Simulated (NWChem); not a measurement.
# One shape, several levels: SiH2Cl− (SMILES [SiH2-]Cl)

Aim: a comparison of 6 runs (HF/STO-3G, HF/3-21G, PBE0/def2-SVP, BLYP/6-311G**, CCSD(T)/cc-pVDZ, CCSD(T)/def2-SVPD) of SiH2Cl−. 

Program for the calculation: NWChem 7.3.0.

### 1 The structure to begin with

SiH2Cl−: 4 atoms, total charge -1, spin state singlet. SMILES: `[SiH2-]Cl`. The shape is that of a GFN2-xTB optimisation.

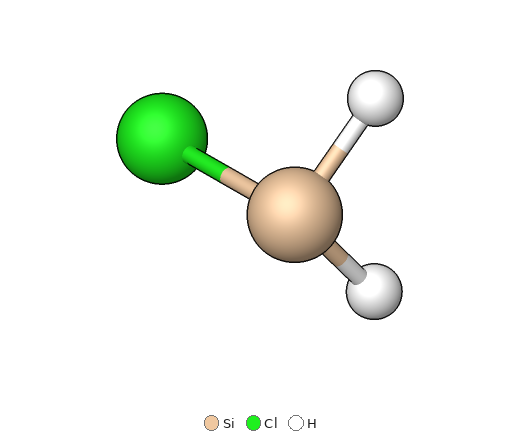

The structure, seen from a chosen angle (silicon light orange, chlorine green, hydrogen white).

### 2 Energy and forces at HF/STO-3G (run 1)

geom.nw

```
start geom
memory 2200 mb
charge -1
geometry noautosym nocenter noautoz
  Si    -0.487890     0.431230     0.253920
  Cl     1.672110    -0.122480     0.774530
  H     -0.971070    -0.977580     0.165380
  H     -0.213160     0.668840    -1.193830
end
basis spherical bse
  * library STO-3G
end
scf
  thresh 1e-08
  maxiter 80
  noprint "final vectors analysis"
end
task scf gradient
```

Launch:

```sh
$ nwchem geom.nw > geom.out
```

The log of the run:

```text
[...]
  functions       =    20
[...]
  wavefunction    = RHF
[...]
         Total SCF energy =   -741.238936628248
      One-electron energy =  -1183.687993438246
      Two-electron energy =    370.951746266856
 Nuclear repulsion energy =     71.497310543142
        Time for solution =      0.2s
[...]
                         RHF ENERGY GRADIENTS
    atom               coordinates                        gradient
                 x          y          z           x          y          z
   1 Si     -0.921978   0.814907   0.479839    0.003251  -0.007007  -0.005841
   2 Cl      3.159830  -0.231454   1.463649    0.007636   0.001451   0.005625
   3 H      -1.835056  -1.847358   0.312523   -0.011595  -0.010048   0.010862
   4 H      -0.402814   1.263924  -2.256012    0.000708   0.015605  -0.010646
[...]
```

Run time: 0.9 s. Hardware: 1 thread of Intel Xeon 6975P-C (Granite Rapids), shared host; peak memory 0.099 GiB.

### 3 Energy and gradient at HF/3-21G (run 2)

input.nw

```
START input
memory 2200 mb
charge -1

GEOMETRY units angstroms noautosym nocenter noautoz
 Si   -0.487890    0.431230    0.253920
 Cl    1.672110   -0.122480    0.774530
 H    -0.971070   -0.977580    0.165380
 H    -0.213160    0.668840   -1.193830
END

BASIS spherical bse
 * library 3-21G
END

SCF
 singlet
 rhf
 thresh 1e-08
 maxiter 80
 print medium
END

TASK scf gradient
```

Launch:

```sh
$ nwchem input.nw > input.out
```

The log of the run:

```text
[...]
  functions       =    30
[...]
  wavefunction    = RHF
[...]
         Total SCF energy =   -745.895769190333
      One-electron energy =  -1183.742842560793
      Two-electron energy =    366.349762827318
 Nuclear repulsion energy =     71.497310543142
        Time for solution =      0.4s
[...]
                         RHF ENERGY GRADIENTS
    atom               coordinates                        gradient
                 x          y          z           x          y          z
   1 Si     -0.921978   0.814907   0.479839    0.020523  -0.023528  -0.016566
   2 Cl      3.159830  -0.231454   1.463649   -0.022733   0.006211  -0.005289
   3 H      -1.835056  -1.847358   0.312523    0.004004   0.015375   0.005504
   4 H      -0.402814   1.263924  -2.256012   -0.001794   0.001942   0.016351
[...]
```

Run time: 1.2 s. Hardware: 1 thread of Intel Xeon 6975P-C (Granite Rapids), shared host; peak memory 0.099 GiB.

Runs 3 to 5 aren't shown in full; the table further down has their settings and results.

### 4 A single-point energy at CCSD(T)/def2-SVPD (run 6)

job.nw

```
start job
title "ClH2Si"
memory total 2200 mb
charge -1
geometry units au noautosym nocenter noautoz
   Si  -0.92197848   0.81490660   0.47983926
   Cl   3.15982995  -0.23145366   1.46364958
   H   -1.83505635  -1.84735846   0.31252291
   H   -0.40281402   1.26392442  -2.25601174
end
basis spherical bse
   * library def2-SVPD
end
scf
   thresh 1e-08
   maxiter 80
   noprint "final vectors analysis"
end
ccsd
   freeze core 10
   maxiter 60
end
task ccsd(t) energy
```

Launch:

```sh
$ nwchem job.nw > job.out
```

The log of the run:

```text
[...]
  functions       =    67
[...]
  wavefunction    = RHF
[...]
         Total SCF energy =   -749.400929230514
      One-electron energy =  -1187.184817467191
      Two-electron energy =    366.286582884363
 Nuclear repulsion energy =     71.497305352313
        Time for solution =      2.3s
[...]
 Total MP2 energy:           -749.661391077451981
[...]
             energy      energy      error      ampl     ampl      Block
                                                time     time      time
[...]
 Total CCSD energy:           -749.696345812172353
[...]
 Total CCSD+T(CCSD) energy:           -749.705044497555150
[...]
 Total CCSD(T) energy:                -749.704846934306715
[...]
```

Wall time 22 s (1 thread of Intel Xeon 6975P-C (Granite Rapids), shared host); peak memory 0.13 GiB.

### 5 All runs side by side

```tsv
run	level	iteration cap	module	energy (Eh)	largest force (eV/Å)	wall time
1	HF/STO-3G	80	scf	-741.238937	0.972	0.9 s
2	HF/3-21G	80	scf	-745.895769	1.817	1.2 s
3	PBE0/def2-SVP	100	dft	-750.419037	1.695	5.4 s
4	BLYP/6-311G**	100	dft	-750.955726	1.586	9 s
5	CCSD(T)/cc-pVDZ	80	ccsd(t)	-749.906479	–	31 s
6	CCSD(T)/def2-SVPD	80	ccsd(t)	-749.704847	–	22 s
```

### 6 What came out

| quantity | value |
| --- | --- |
| run 6: total energy | -749.70485 Eh |
| run 6: correlation energy (10 core orbitals frozen) | -303.9 mEh |
| run 6: (T) correction | -8.50 mEh |

In words: Totals of different functionals can't be ranked against each other. In run 3 the HOMO lies above zero, so the outermost electron may be held by the basis alone. In run 1 the basis is minimal, so the values are rough. All runs together took 69 s, the longest 31 s.
